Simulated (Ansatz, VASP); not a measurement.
# GaAs in two plane-wave programs

Wanted: the spread between two codes on one cell, functional and k mesh. Valence electrons are named where the data sets of a main pair hold unlike numbers.

Calculated with Ansatz 0.2.0; plane waves, with VASP 6.6.1 beside it; band structure at HSE03 and band structure at r2SCANh with an exact-exchange share of 0.1.

## Step 1: The structure

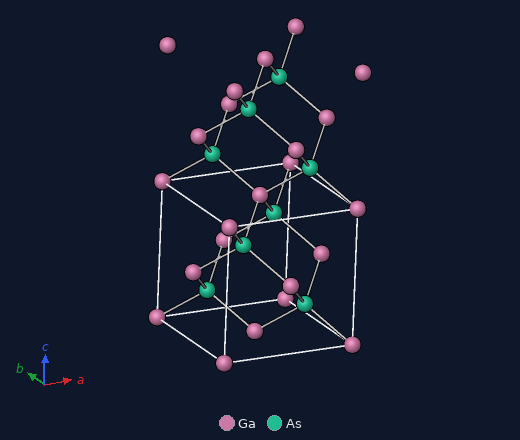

The cell as given, slightly off an axis (gallium pink, arsenic teal). 1×1×2 cells are drawn. This picture shows the conventional cell, with its axes. Bonds to atoms that aren't drawn are left out. Some periodic images of atoms are drawn too.

Structure file:

```cif
data_structure
_symmetry_space_group_name_H-M 'F-43m'
_symmetry_Int_Tables_number 216
_cell_length_a 5.6537
_cell_length_b 5.6537
_cell_length_c 5.6537
_cell_angle_alpha 90.000
_cell_angle_beta 90.000
_cell_angle_gamma 90.000
_cell_volume 180.72
loop_
_atom_site_label
_atom_site_type_symbol
_atom_site_symmetry_multiplicity
_atom_site_Wyckoff_symbol
_atom_site_fract_x
_atom_site_fract_y
_atom_site_fract_z
_atom_site_occupancy
Ga1 Ga 4 a 0.00000 0.00000 0.00000 1
As1 As 4 d 0.25000 0.25000 0.75000 1
```

## Step 2: VASP: band structure, HSE03

The same path points are solved in both programs, so levels can be compared one by one.

Lines of VASP's logs that name or quote its potential files are left out, and so is its time.

The run reads the wave functions of an earlier VASP run, which isn't shown here.

Input file INCAR:

```
SYSTEM = GaAs
PREC = Accurate
ENCUT = 400
EDIFF = 1E-06
NELM = 100
ISMEAR = 0
SIGMA = 0.02
LREAL = .FALSE.
ALGO = Normal
LHFCALC = .TRUE.
AEXX = 0.25
GGA = PE
HFSCREEN = 0.3
LASPH = .TRUE.
NBANDS = 15
PRECFOCK = Fast
LORBIT = 11
LWAVE = .FALSE.
LCHARG = .FALSE.
KPAR = 4
```

Input file POSCAR:

```
GaAs
1.0
    0.0000000000      2.8268500000      2.8268500000
    2.8268500000      0.0000000000      2.8268500000
    2.8268500000      2.8268500000      0.0000000000
Ga As
1 1
Direct
    0.0000000000      0.0000000000      0.0000000000
    0.2500000000      0.2500000000      0.2500000000
```

Input file KPOINTS:

```
Automatic mesh
0
Gamma
4 4 4
0 0 0
```

Input file KPOINTS_OPT:

```
Line mode
6
Line-mode
Reciprocal
  0.00000000   0.00000000   0.00000000 GAMMA
  0.50000000   0.00000000   0.50000000 X

  0.50000000   0.00000000   0.50000000 X
  0.50000000   0.25000000   0.75000000 W

  0.50000000   0.25000000   0.75000000 W
  0.37500000   0.37500000   0.75000000 K

  0.37500000   0.37500000   0.75000000 K
  0.00000000   0.00000000   0.00000000 GAMMA

  0.00000000   0.00000000   0.00000000 GAMMA
  0.50000000   0.50000000   0.50000000 L

  0.50000000   0.50000000   0.50000000 L
  0.62500000   0.25000000   0.62500000 U

  0.62500000   0.25000000   0.62500000 U
  0.50000000   0.25000000   0.75000000 W

  0.50000000   0.25000000   0.75000000 W
  0.50000000   0.50000000   0.50000000 L

  0.50000000   0.50000000   0.50000000 L
  0.37500000   0.37500000   0.75000000 K

  0.62500000   0.25000000   0.62500000 U
  0.50000000   0.00000000   0.50000000 X
```

The projector-augmented-wave data sets are Ga_d and As (PBE family, release 64).

The run is started by

```
mpirun -np 4 vasp_std
```

Numbers of over 12 decimals in the logs are rounded to 6 here.

The log of the run:

```text
[banner, memory and clock lines left out]
running    4 mpi-ranks, on    1 nodes
 distrk:  each k-point on    1 cores,    4 groups
 distr:  one band on    1 cores,    1 groups

 POSCAR found type information on POSCAR GaAs
 POSCAR found :  2 types and       2 ions
 LDA part: xc-table for (Slater+PW92), standard interpolation
 found WAVECAR, reading the header
 POSCAR, INCAR and KPOINTS ok, starting setup
 FFT: planning ... GRIDC
 FFT: planning ... GRID_SOFT
 FFT: planning ... GRID
 reading WAVECAR
 the WAVECAR file was read successfully
 initial charge from wavefunction
 entering main loop
       N       E                     dE             d eps       ncg     rms          rms(c)
DAV:   1    -0.941320033577E+01   -0.94132E+01   -0.68578E-01   374   0.162E+01    0.220E+00
DAV:   2    -0.940777516621E+01    0.54252E-02   -0.48416E-02   343   0.362E+00    0.148E+00
DAV:   3    -0.940581441330E+01    0.19608E-02   -0.53524E-03   324   0.124E+00    0.867E-01
DAV:   4    -0.940536781683E+01    0.44660E-03   -0.73040E-04   318   0.294E-01    0.487E-01
DAV:   5    -0.940523962155E+01    0.12820E-03   -0.11066E-04   275   0.869E-02    0.279E-01
DAV:   6    -0.940520340002E+01    0.36222E-04   -0.21975E-05   282   0.410E-02    0.158E-01
DAV:   7    -0.940519168728E+01    0.11713E-04   -0.45576E-06   268   0.197E-02    0.889E-02
DAV:   8    -0.940518748050E+01    0.42068E-05   -0.14778E-06   260   0.965E-03    0.492E-02
DAV:   9    -0.940518616833E+01    0.13122E-05   -0.51177E-07   141   0.508E-03    0.274E-02
DAV:  10    -0.940518572207E+01    0.44626E-06   -0.25657E-07   141   0.380E-03
   1 F= -.94051857E+01 E0= -.94051857E+01  d E =-.385115E-39
 Start KPOINTS_OPT (optional k-point list driver)
k-point batch [1-8\60]
       N       E                     dE             ncg
DAV:   1    -0.369066871571E+03   -0.29836E+04      240
DAV:   2    -0.113337679983E+04   -0.76431E+03      268
DAV:   3    -0.119197152787E+04   -0.58595E+02      303
DAV:   4    -0.119352294852E+04   -0.15514E+01      297
DAV:   5    -0.119354164460E+04   -0.18696E-01      331
DAV:   6    -0.119354207031E+04   -0.42572E-03      358
DAV:   7    -0.119354207601E+04   -0.56997E-05      307
DAV:   8    -0.119354207618E+04   -0.16693E-06      260
[...]
k-point batch [57-60\60]
       N       E                     dE             ncg
DAV:   1     0.211198731021E+04   -0.27070E+04      120
DAV:   2     0.174065931188E+04   -0.37133E+03      120
DAV:   3     0.171193002478E+04   -0.28729E+02      155
DAV:   4     0.171132339714E+04   -0.60663E+00      156
DAV:   5     0.171131717828E+04   -0.62189E-02      155
DAV:   6     0.171131701296E+04   -0.16533E-03      179
DAV:   7     0.171131701111E+04   -0.18465E-05      146
DAV:   8     0.171131701107E+04   -0.41394E-07      130
```

OUTCAR, selected parts (step 2):

```text
ion  position               nearest neighbor table
   1  0.000  0.000  0.000-   2 2.45   2 2.45   2 2.45   2 2.45
   2  0.250  0.250  0.250-   1 2.45   1 2.45   1 2.45   1 2.45

  LATTYP: Found a face centered cubic cell.
 ALAT       =     5.6537000000

 Subroutine GETGRP returns: Found 24 space group operations
 (whereof 24 operations were pure point group operations)

The static configuration has the point symmetry T_d .

 Found      8 irreducible k-points:

   k-points           NKPTS =      8   k-points in BZ     NKDIM =     64   number of bands    NBANDS=     15

   dimension x,y,z NGX =    28 NGY =   28 NGZ =   28
   dimension x,y,z NGXF=    56 NGYF=   56 NGZF=   56

   ENCUT  =  400.0 eV  29.40 Ry    5.42 a.u.   6.52  6.52  6.52*2*pi/ulx,y,z

   NELECT =      18.0000    total number of electrons

 k-points in reciprocal lattice and weights: Automatic mesh
   0.00000000  0.00000000  0.00000000       0.016
   0.25000000  0.00000000  0.00000000       0.125
   0.50000000  0.00000000  0.00000000       0.062
   0.25000000  0.25000000  0.00000000       0.094
   0.50000000  0.25000000  0.00000000       0.375
  -0.25000000  0.25000000  0.00000000       0.188
   0.50000000  0.50000000  0.00000000       0.047
  -0.25000000  0.50000000  0.25000000       0.094

  exchange ACFDT corr.  =         0.00000000  see jH, gK, PRB 81, 115126

 average (electrostatic) potential at core
       1 -59.5934       2 -46.6968

 E-fermi :   3.7970

 k-point     1 :       0.0000    0.0000    0.0000
  band No.  band energies     occupation
    ...
      5     -13.5911      2.00000
      6     -10.2085      2.00000
      7       3.6146      2.00000
      8       3.6146      2.00000
      9       3.6146      2.00000
     10       4.9068      0.00000
     11       7.9749      0.00000
     12       7.9749      0.00000
     13       7.9749      0.00000
     14      12.0137      0.00000
    ...

 k-point     2 :       0.2500    0.0000    0.0000
  band No.  band energies     occupation
    ...
      5     -13.5905      2.00000
      6      -9.4635      2.00000
      7      -0.7107      2.00000
      8       2.9026      2.00000
      9       2.9027      2.00000
     10       5.7278      0.00000
     11       8.8804      0.00000
     12       8.8804      0.00000
     13      10.3557      0.00000
     14      13.3489      0.00000
    ...

 k-point     3 :       0.5000    0.0000    0.0000
  band No.  band energies     occupation
    ...
      5     -13.5881      2.00000
      6      -8.2973      2.00000
      7      -3.4761      2.00000
      8       2.4037      2.00000
      9       2.4037      2.00000
     10       5.2424      0.00000
     11       8.8866      0.00000
     12       8.8866      0.00000
     13      12.0820      0.00000
     14      15.0002      0.00000
    ...

  energy-cutoff  :      400.00
  volume of cell :       45.18
      direct lattice vectors                 reciprocal lattice vectors
     0.000000000  2.826850000  2.826850000    -0.176875321  0.176875321  0.176875321
     2.826850000  0.000000000  2.826850000     0.176875321 -0.176875321  0.176875321
     2.826850000  2.826850000  0.000000000     0.176875321  0.176875321 -0.176875321

 POSITION                                       TOTAL-FORCE (eV/Angst)
 -----------------------------------------------------------------------------------
      0.00000      0.00000      0.00000         0.000000     -0.000000      0.000000
      1.41342      1.41342      1.41342        -0.000000      0.000000     -0.000000
 -----------------------------------------------------------------------------------
    total drift:                               -0.000015     -0.000022     -0.000024

  FREE ENERGIE OF THE ION-ELECTRON SYSTEM (eV)
  ---------------------------------------------------
  free  energy   TOTEN  =        -9.4051857221 eV

  energy  without entropy=       -9.4051857221  energy(sigma->0) =       -9.40518572

 total charge
# of ion       s       p       d       tot
------------------------------------------
    1        0.830   0.809  10.012  11.650
    2        1.209   1.668   0.031   2.908
--------------------------------------------------
tot          2.039   2.477  10.043  14.558

[... 3 further parts left out ...]
```

The k-mesh is coarse for exact exchange; levels may shift by about 0.1 eV on a finer one. Spin-orbit coupling is off here; it would split degenerate levels, and it lifts a valence top of As p states by about 0.1 eV.

(Continued in part 2 of 3.)

[Lines on the potential files, build, host, timing and source positions are cut from VASP's logs without a mark.]

[Logs are printed without paths, hosts, clocks, repeated set-up lines and the standing remarks that a program may print on its own settings, such as how far it seeks lower states.]

[Hosts, paths, dates, database ids (printed as entryN), source tags and the programs' standing remarks are cut or masked in the printed files.]
